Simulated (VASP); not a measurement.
Energy against volume of KMgF3 (cubic perovskite). Computed with RPBE GGA, VASP's PBE PAW potentials (set 64) (plane waves; VASP).

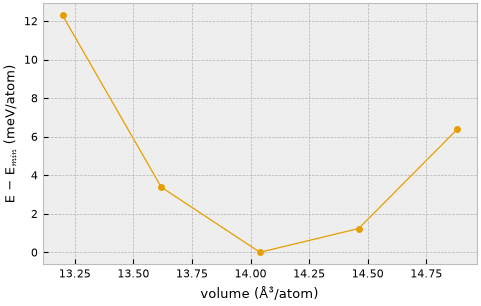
*Energy against volume*

Q: Estimate the equilibrium volume and the bulk modulus.

A: The minimum lies near 14.1 Å³/atom, and the curvature gives B0 of about 57 GPa.

The compound is KMgF3 in the cubic perovskite structure. It was relaxed first, which changed the volume by +11 %.
